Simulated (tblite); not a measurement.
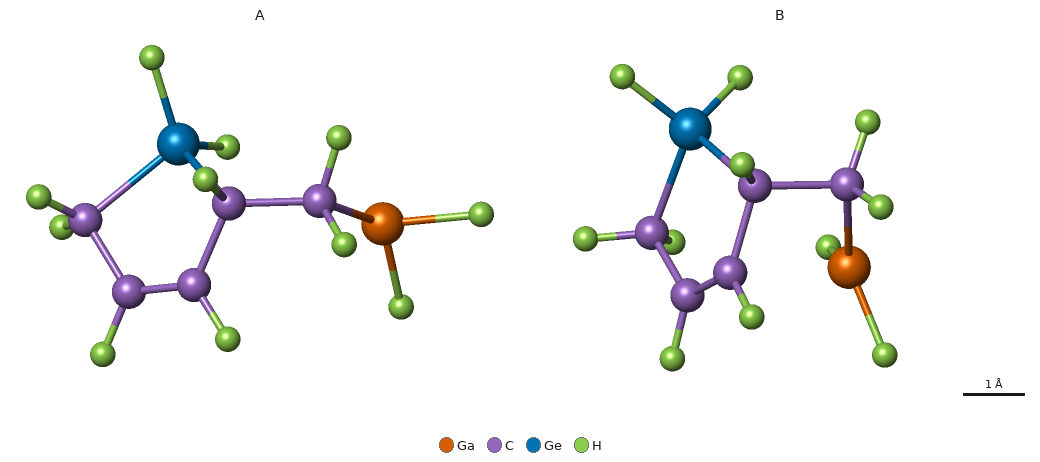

Two geometries of C5H11GaGe, drawn at one scale. One is the start of a relaxation, the other its converged end. Style: ball-and-stick. Shown face on.

Level of theory: GFN2-xTB geometry optimisation, gas phase in tblite 0.8.0. 

> Which of the two is the end point?

Structure B is the relaxed one. An H atom moves most after the best rigid fit: 3.01 Å. By element the largest moves are H 3.01 Å, Ga 1.14 Å, C 0.92 Å, Ge 0.43 Å. Near-neighbour distances that change, for instance: C–Ga 4.371 → 2.754 Å, C–Ga 3.522 → 2.543 Å, C–Ga 1.904 → 2.031 Å, Ga–H 1.693 → 1.568 Å. Among the angles between lasting bonds that change: Ga–C–C 125.6° → 99.0°, H–Ga–H 91.6° → 113.0°, Ga–C–H 103.0° → 119.9°. Groups turn about C–Ge by about 40°, C–C by about 35°, C–Ge by about 30°. After 144 geometry steps the energy has fallen by 1.416 eV.
